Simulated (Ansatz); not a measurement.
**One shape, several levels: triplet C2H7InO**

Wanted: a comparison of 6 runs (UHF/STO-3G, U-revPBE/def2-SVP, UBLYP/def2-SVP, USVWN5/def2-SVP, UCCSD/def2-SVP, UCCSD(T)/def2-SVP) of triplet C2H7InO. 

The results are computed with Ansatz 0.2.0.

30 further runs of the same task are left out: 30 set aside as unsound or not needed.

### Step 1. The system as given

C2H7InO: 11 atoms, total charge 0, spin state triplet. SMILES of the parent species: `[CH3][In]([CH3])[OH]`. The coordinates come from a PBE0-D4/def2-TZVP relaxation. That shape belongs to the parent species and isn't relaxed for this state.

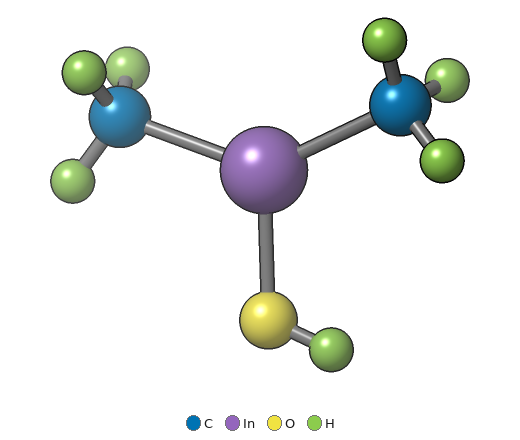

Viewed from a chosen angle; carbon blue, indium purple, oxygen yellow, hydrogen green.

### Step 2. A single-point energy at UHF/STO-3G (run 1)

run.yaml reads:

```yaml
crystal:
  periodic: [false, false, false]
  atoms:
    - {symbol: C, position_ang: [-1.237900, 1.174600, -1.040300]}
    - {symbol: In, position_ang: [0.014400, -0.256200, -0.041000]}
    - {symbol: C, position_ang: [1.531800, -0.211200, 1.463900]}
    - {symbol: O, position_ang: [-0.279600, -2.154900, -0.620200]}
    - {symbol: H, position_ang: [-1.551200, 0.785300, -2.009500]}
    - {symbol: H, position_ang: [-0.715300, 2.120700, -1.184200]}
    - {symbol: H, position_ang: [-2.128400, 1.363200, -0.437100]}
    - {symbol: H, position_ang: [1.929400, -1.218000, 1.588800]}
    - {symbol: H, position_ang: [1.117400, 0.131700, 2.413400]}
    - {symbol: H, position_ang: [2.339100, 0.465700, 1.180700]}
    - {symbol: H, position_ang: [-0.954500, -2.257800, -1.293900]}
basis:
  gaussian:
    orbitals: STO-3G
hamiltonian:
  xc: hf
output: {orbitals: {seedname: orbitals}}
magnetization:
  spin_polarized: true
  initial_magnetization: 2
accuracy: high
```

On the command line:

```
$ ansatz run run.yaml --threads 1 --pin off --max-ram 2610MiB --events-out events.jsonl --progress --plain --runs-dir runs
```

Output:

```text
Warning: RAYON_NUM_THREADS=1 ignored (pool sized by the plan → 1); use --threads N
Functional definition: HF
  name "HF"
  exchange = exact_x
  correlation = 0
992 factors; integrals over basis functions are off by at most 4.7e-9 eV
mean field evaluation 1: about -158783.4528 eV, gradient 2.0e1 eV
mean field evaluation 2: about -158783.6834 eV, gradient 2.0e1 eV
mean field evaluation 4: about -158787.5145 eV, gradient 3.1e0 eV
mean field evaluation 8: about -158788.5187 eV, gradient 1.4e0 eV
mean field evaluation 16: about -158790.7760 eV, gradient 5.9e-1 eV
mean field evaluation 32: about -158790.9776 eV, gradient 5.3e-1 eV
mean field evaluation 64: about -158787.1869 eV, gradient 1.4e1 eV
mean field evaluation 96: about -158789.3828 eV, gradient 3.0e0 eV
mean field evaluation 128: about -158783.5353 eV, gradient 7.5e0 eV
mean field evaluation 160: about -158790.8221 eV, gradient 1.9e0 eV
mean field -158791.19196698 eV, -5835.4686722508 hartree, gradient 5.0e-8 eV, S^2 2.040506; 4 other end points of the search recorded, 0 dependent functions left out
reference -158791.19196698 eV, -5835.4686722508 hartree; 39, 37 occupied and 10, 12 virtual orbitals, 992 factors
Total energy: -158791.19196698 eV, -5835.4686722508 hartree
```

Wall time 4.8 s (1 thread of Arm Neoverse V2, shared host); peak memory 0.18 GiB.

### Step 3. A single-point energy at U-revPBE/def2-SVP (core potential) (run 2)

in.yaml reads:

```yaml
crystal:
  periodic: [false, false, false]
  atoms:
    - symbol: C
      position_ang: [-1.237900, 1.174600, -1.040300]
    - symbol: In
      position_ang: [0.014400, -0.256200, -0.041000]
    - symbol: C
      position_ang: [1.531800, -0.211200, 1.463900]
    - symbol: O
      position_ang: [-0.279600, -2.154900, -0.620200]
    - symbol: H
      position_ang: [-1.551200, 0.785300, -2.009500]
    - symbol: H
      position_ang: [-0.715300, 2.120700, -1.184200]
    - symbol: H
      position_ang: [-2.128400, 1.363200, -0.437100]
    - symbol: H
      position_ang: [1.929400, -1.218000, 1.588800]
    - symbol: H
      position_ang: [1.117400, 0.131700, 2.413400]
    - symbol: H
      position_ang: [2.339100, 0.465700, 1.180700]
    - symbol: H
      position_ang: [-0.954500, -2.257800, -1.293900]
basis:
  gaussian:
    orbitals: def2-SVP
magnetization:
  spin_polarized: true
  initial_magnetization: 2
hamiltonian:
  xc: {name: revPBE}
accuracy: high
output: {orbitals: {seedname: orbitals}}
```

On the command line:

```
$ ansatz run in.yaml --threads 1 --pin off --max-ram 2610MiB --events-out events.jsonl --progress --plain --runs-dir runs
```

Output (excerpt; [...] marks lines left out):

```text
Warning: RAYON_NUM_THREADS=1 ignored (pool sized by the plan → 1); use --threads N
Functional definition: revPBE
  name "revPBE"
[...]
2550 factors; integrals over basis functions are off by at most 1.5e-8 eV
[...]
mean field -9401.17552577 eV, -345.4868282264 hartree, gradient 3.8e-8 eV, S^2 2.002679; 8 other end points of the search recorded, 0 dependent functions left out
reference -9401.17553223 eV, -345.4868284637 hartree; 25, 23 occupied and 78, 80 virtual orbitals, 2550 factors
Total energy: -9401.17553223 eV, -345.4868284637 hartree
```

Wall time 43 s (1 thread of Arm Neoverse V2, shared host); peak memory 0.42 GiB.

Runs 3 to 4 aren't shown in full; the table further down has their settings and results.

### Step 4. A single-point energy at UCCSD/def2-SVP (core potential) (run 5)

Edit in.yaml of step 3 so:

```diff
@@ -1 +1,4 @@
+basis:
+  gaussian:
+    orbitals: def2-SVP
 crystal:
@@ -25,5 +28,2 @@
       position_ang: [-0.954500, -2.257800, -1.293900]
-basis:
-  gaussian:
-    orbitals: def2-SVP
 magnetization:
@@ -31,5 +31,7 @@
   initial_magnetization: 2
-hamiltonian:
-  xc: {name: revPBE}
+correlation:
+  method: ccsd
+  frozen_orbitals: {C: 1, H: 0, In: 4, O: 1}
 accuracy: high
-output: {orbitals: {seedname: orbitals}}
+scf:
+  omitted_lower_state_checks: [cluster_reference, increment]
```

On the command line:

```
$ ansatz run in.yaml --threads 1 --pin off --max-ram 2610MiB --events-out events.jsonl --progress --plain --runs-dir runs
```

Output:

```text
Warning: RAYON_NUM_THREADS=1 ignored (pool sized by the plan → 1); use --threads N
[... 17 lines left out ...]
7 core orbitals not correlated: weight in the atoms' cores, before any rotation towards them, 1.000 or more for the frozen orbitals, at most 0.000 for the correlated occupied ones
[... 46 lines left out ...]
Total energy: -9365.36598004 eV, -344.1708516934 hartree
Checks for a lower state left out: cluster_reference, increment
```

Wall time 6.5 min (1 thread of Arm Neoverse V2, shared host); peak memory 1.9 GiB.

### Step 5. The energy at UCCSD(T)/def2-SVP (core potential) (run 6)

in.yaml reads:

```yaml
crystal:
  periodic: [false, false, false]
  atoms:
    - {symbol: C, position_ang: [-1.237900, 1.174600, -1.040300]}
    - {symbol: In, position_ang: [0.014400, -0.256200, -0.041000]}
    - {symbol: C, position_ang: [1.531800, -0.211200, 1.463900]}
    - {symbol: O, position_ang: [-0.279600, -2.154900, -0.620200]}
    - {symbol: H, position_ang: [-1.551200, 0.785300, -2.009500]}
    - {symbol: H, position_ang: [-0.715300, 2.120700, -1.184200]}
    - {symbol: H, position_ang: [-2.128400, 1.363200, -0.437100]}
    - {symbol: H, position_ang: [1.929400, -1.218000, 1.588800]}
    - {symbol: H, position_ang: [1.117400, 0.131700, 2.413400]}
    - {symbol: H, position_ang: [2.339100, 0.465700, 1.180700]}
    - {symbol: H, position_ang: [-0.954500, -2.257800, -1.293900]}
basis:
  gaussian: {orbitals: def2-SVP}
magnetization: {spin_polarized: true, initial_magnetization: 2}
correlation: {method: ccsd_t, frozen_orbitals: {C: 1, H: 0, In: 4, O: 1}}
accuracy: high
scf: {omitted_lower_state_checks: [cluster_reference, increment]}
```

On the command line:

```
$ ansatz run in.yaml --threads 1 --pin off --max-ram 2610MiB --events-out events.jsonl --progress --plain --runs-dir runs
```

Output:

```text
Warning: RAYON_NUM_THREADS=1 ignored (pool sized by the plan → 1); use --threads N
[... 17 lines left out ...]
7 core orbitals not correlated: weight in the atoms' cores, before any rotation towards them, 1.000 or more for the frozen orbitals, at most 0.000 for the correlated occupied ones
[... 47 lines left out ...]
Total energy: -9365.79919308 eV, -344.1867719789 hartree
Checks for a lower state left out: cluster_reference, increment
```

It took 6.7 min on 1 thread of Arm Neoverse V2, shared host; peak memory 1.9 GiB.

### Step 6. Overview of the runs

```
run                               level  core potential  frozen core orbitals   energy (Eh)  HOMO energy (eV)   ⟨S²⟩  wall time
  1                          UHF/STO-3G            none                     –  -5835.468672             -0.86  2.041      4.8 s
  2  U-revPBE/def2-SVP (core potential)        def2-SVP                     –   -345.486828             -1.70  2.003       43 s
  3     UBLYP/def2-SVP (core potential)        def2-SVP                     –   -345.367226             -1.49  2.002       48 s
  4    USVWN5/def2-SVP (core potential)        def2-SVP                     –   -343.855781             -1.76  2.001       23 s
  5     UCCSD/def2-SVP (core potential)        def2-SVP                     7   -344.170852                 –  2.038    6.5 min
  6  UCCSD(T)/def2-SVP (core potential)        def2-SVP                     7   -344.186772                 –  2.038    6.7 min
```

### Step 7. Outcome

| quantity | value |
| --- | --- |
| run 6: total energy | -344.18677 Eh |
| run 6: correlation energy (7 core orbitals frozen) | -602.2 mEh |
| run 6: (T) correction | -15.92 mEh |
| run 6: ⟨S²⟩ of the reference determinant | 2.038 |
| run 6: T1 diagnostic | 0.011 |

In words: Totals of different functionals can't be ranked against each other. Some runs of one species differ in core potentials or relativity; totals across that change don't compare. In run 1 the basis is minimal, so the values are rough. In run 1 relativity is left out where basis or elements ask for it. All runs together took 15 min, the longest 6.7 min.
